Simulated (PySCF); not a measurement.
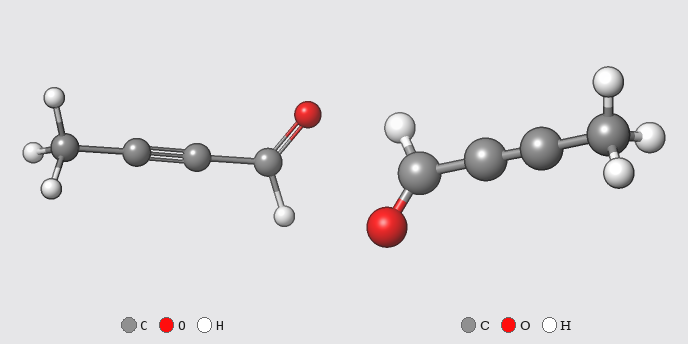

The same structure drawn twice, from different directions.

The geometry was computed by an optimisation with GFN2-xTB. No frequency run is at hand to confirm it as a minimum.

**What is the molecular formula?**

C₄H₄O, 9 atoms: 4 carbon, 4 hydrogen and 1 oxygen.

**Describe its rings.**

It has no ring.

**Name some functional groups or characteristic bonds that it holds.**

Among them: aldehyde, alkyne.

**Count the bonded pairs by element.**

4 C–H, 3 C–C, 1 C–O.

More results for the same structure follow; atom numbers are the same in all pictures, views and colours differ.

Geometry

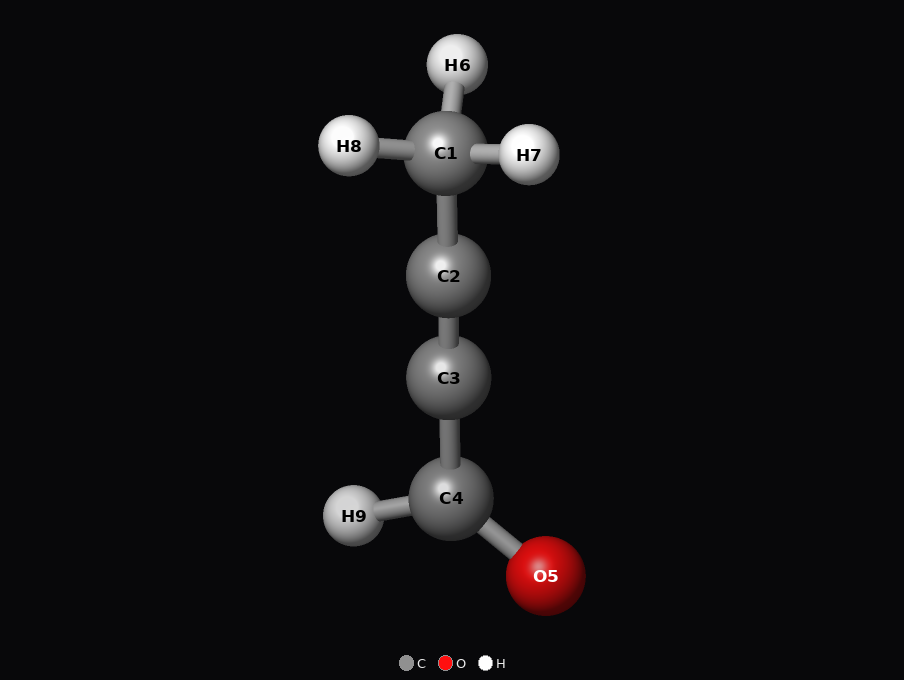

Atoms carry their numbers in the input. No frequency run is at hand to confirm it as a minimum.

Estimate the angles C2–C1–H6, C2–C1–H7, C2–C1–H8, C1–C2–C3, C2–C3–C4, C3–C4–O5, C3–C4–H9, O5–C4–H9.

```tsv
angle	degrees
C2–C1–H6	109.4
C2–C1–H7	110.2
C2–C1–H8	110.0
C1–C2–C3	179.0
C2–C3–C4	179.1
C3–C4–O5	125.7
C3–C4–H9	112.5
O5–C4–H9	121.7
```

Dipole moment

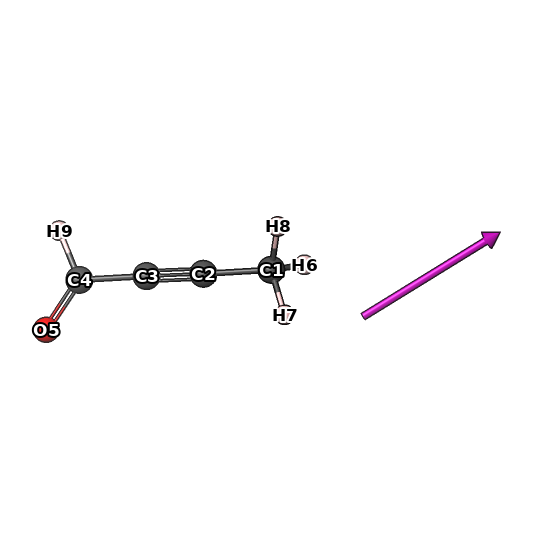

The arrow beside the molecule shows the direction of the dipole moment, from the negative to the positive end (its length means nothing). No frequency run is at hand to confirm it as a minimum. Properties computed with PBE0/def2-SVPD, gas phase (PySCF 2.14.0).

**Estimate the dipole moment.**

4.16 D; it points from the side of O5 to the side of H8 (the outermost atoms at the two ends).

Polarisability

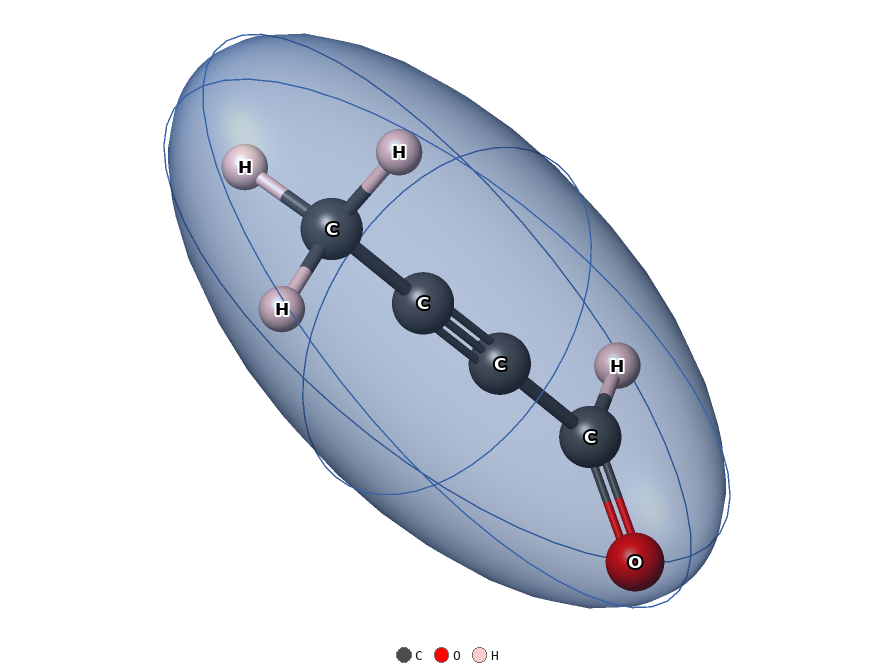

The ellipsoid shows the static dipole polarisability: its half-axes are proportional to the principal values. No frequency run is at hand to confirm it as a minimum. Computed with PBE0/def2-SVPD (PySCF 2.14.0).

**Give the principal values, the mean and the anisotropy.**

Principal values 34.0, 41.4, 83.1 bohr³; mean 52.8 bohr³ (7.83 Å³); anisotropy 45.9 bohr³, so the longest axis is 2.44 times the shortest.

Excitation

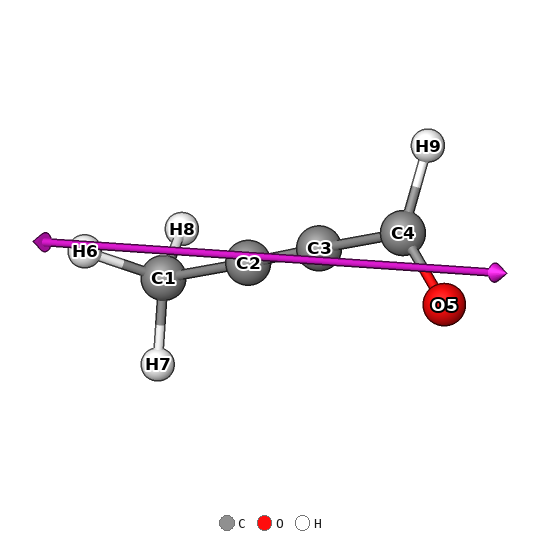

The double arrow shows the direction of the transition dipole to excited singlet state 3 (its length means nothing). No frequency run is at hand to confirm it as a minimum. Level of theory: TDDFT PBE0/def2-SVPD, vertical, gas phase, core orbitals frozen in the response (PySCF 2.14.0).

**How is the transition polarised?**

Close to the long direction C1···O5.

**Give its energy, strength and character.**

5.69 eV (218 nm), oscillator strength 0.19, mainly HOMO−2 → LUMO (weight 0.84); transition dipole 2.95 D.
